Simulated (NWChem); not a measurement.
**MN12-L/6-31G (density fitting with weigend coulomb fitting) run of CH3BN− (SMILES [BH3-]C#N)**

What is the energy difference between two shapes of CH3BN− at MN12-L/6-31G (density fitting with weigend coulomb fitting)? 

The results are computed with NWChem 7.3.0.

7 further runs of the same task are left out: 3 that didn't finish, 4 set aside as unsound or not needed.

## 1. The structure to begin with

The species is CH3BN− (6 atoms), meant as a singlet with charge -1. SMILES: `[BH3-]C#N`. The shape is that of a GFN2-xTB optimisation.

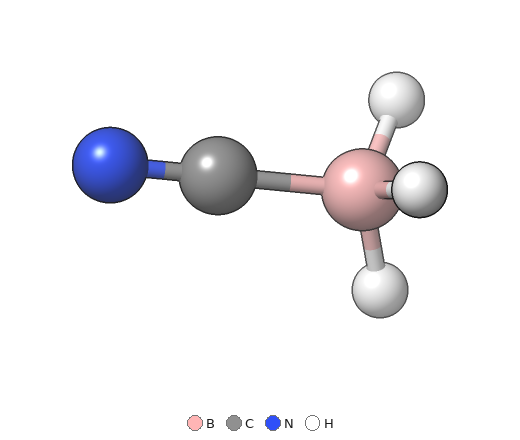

Viewed from a chosen angle; boron pink, carbon grey, nitrogen blue, hydrogen white.

## 2. A single-point energy at MN12-L/6-31G (density fitting with weigend coulomb fitting)

The input, ch3bn.nw:

```
start ch3bn
memory total 2200 mb
charge -1

geometry units au noautosym nocenter noautoz
   B  -0.51820070  0.68340056 -0.46309628
   C   1.04348787 -1.37889536  0.93176726
   N   2.20744578 -2.91444901  1.97187252
   H  -2.54092575 -0.23137807 -1.11129124
   H   0.67448105  1.38781487 -2.31563260
   H  -0.86626935  2.45348812  0.98636145
end

basis spherical
   * library 6-31G
end

basis "cd basis" spherical
   * library "weigend coulomb fitting"
end

dft
   xc mn12-l
   grid coarse
   convergence energy 1e-06
   mulliken
end

task dft energy
```

Command:

```bash
nwchem ch3bn.nw > ch3bn.out
```

The program printed:

```text
[...]
          Wavefunction type:  closed shell.
          No. of atoms     :     6
          No. of electrons :    22
[...]
          Charge           :    -1
          Spin multiplicity:     1
[...]
          AO basis - number of functions:    33
[...]
              XC Information
              --------------
                       MN12-L Method XC Functional
                        MN12-L Exchange Functional  1.000
                      MN12-L Correlation Potential  1.000
[...]
 d= 0,ls=0.0,diis     1   -119.3010767198 -1.70D+02  4.33D-02  5.95D-01     0.3
[...]
 d= 0,ls=0.0,diis     9   -119.4000604846 -2.79D-07  4.61D-06  1.35D-08     1.1
         Total DFT energy =     -119.400060484625
      One electron energy =     -265.733880286518
           Coulomb energy =      112.875282076267
    Exchange-Corr. energy =      -17.584874764405
 Nuclear repulsion energy =       51.043412490031
[...]
      Total Density - Mulliken Population Analysis
     ---------------------------------------------
    Atom       Charge   Shell Charges
 -----------   ------   -------------------------------------------------------
    1 B    5     5.00   2.00  0.52  1.51  0.33  0.64
    2 C    6     5.97   2.00  0.75  1.91  0.55  0.76
    3 N    7     7.53   2.00  0.84  2.28  1.01  1.41
    4 H    1     1.16   0.53  0.64
    5 H    1     1.16   0.53  0.64
    6 H    1     1.17   0.53  0.64
[...]
```

It took 1.6 s on 1 thread of Intel Xeon at 2.60GHz (Ice Lake), shared host; peak memory 0.11 GiB.

## 3. The distorted shape at the same level

The input, nw.nw:

```
start nw
title "CH3BN"
memory total 2200 mb
charge -1

geometry noautosym nocenter noautoz
  B       -0.250598       0.331251      -0.246403
  C        0.564668      -0.711717       0.455020
  N        1.156386      -1.565287       1.033835
  H       -1.325917      -0.131891      -0.605203
  H        0.371426       0.741824      -1.248132
  H       -0.430647       1.327229       0.554702
end

basis spherical
  * library 6-31G
end

basis "cd basis" spherical
  * library "weigend coulomb fitting"
end

dft
  xc mn12-l
  grid coarse
  convergence energy 1e-06
  mulliken
end

task dft energy
```

Command:

```bash
nwchem nw.nw > nw.out
```

The program printed:

```text
[...]
          Wavefunction type:  closed shell.
          No. of atoms     :     6
          No. of electrons :    22
[...]
          Charge           :    -1
          Spin multiplicity:     1
[...]
          AO basis - number of functions:    33
[...]
              XC Information
              --------------
                       MN12-L Method XC Functional
                        MN12-L Exchange Functional  1.000
                      MN12-L Correlation Potential  1.000
[...]
 d= 0,ls=0.0,diis     1   -119.2925233934 -1.70D+02  4.44D-02  6.24D-01     0.3
[...]
 d= 0,ls=0.0,diis     9   -119.3962946173 -4.15D-07  5.93D-06  2.71D-08     1.1
         Total DFT energy =     -119.396294617274
      One electron energy =     -265.353322309840
           Coulomb energy =      112.646824695648
    Exchange-Corr. energy =      -17.547531305644
 Nuclear repulsion energy =       50.857734302563
[...]
      Total Density - Mulliken Population Analysis
     ---------------------------------------------
    Atom       Charge   Shell Charges
 -----------   ------   -------------------------------------------------------
    1 B    5     5.03   2.00  0.52  1.51  0.35  0.65
    2 C    6     5.94   2.00  0.76  1.90  0.53  0.76
    3 N    7     7.54   2.00  0.84  2.25  1.03  1.43
    4 H    1     1.15   0.52  0.63
    5 H    1     1.16   0.52  0.65
    6 H    1     1.17   0.50  0.67
[...]
```

Wall time 1.6 s (1 thread of Intel Xeon at 2.60GHz (Ice Lake), shared host); peak memory 0.11 GiB.

## 4. What came out

Level: MN12-L/6-31G (density fitting with weigend coulomb fitting).

| quantity | value |
| --- | --- |
| first shape: total energy | -119.40006 Eh |
| first shape: HOMO energy | -1.49 eV |
| first shape: LUMO energy | 6.66 eV |
| first shape: HOMO–LUMO gap (to an unbound level, set by the basis) | 8.15 eV |
| distorted shape: total energy | -119.39629 Eh |
| distorted shape: HOMO energy | -1.29 eV |
| distorted shape: LUMO energy | 6.25 eV |
| distorted shape: HOMO–LUMO gap (to an unbound level, set by the basis) | 7.53 eV |
| energy change with the atoms displaced | 0.102 eV |

In words: With the atoms displaced the energy rises by 0.10 eV (9.9 kJ/mol). The first shape isn't relaxed at this level, so the change isn't measured from a minimum. Mulliken charges (first shape) run from -0.53 on N3 to +0.03 on C2; they depend strongly on the basis. Mulliken charges (distorted shape) run from -0.54 on N3 to +0.06 on C2.
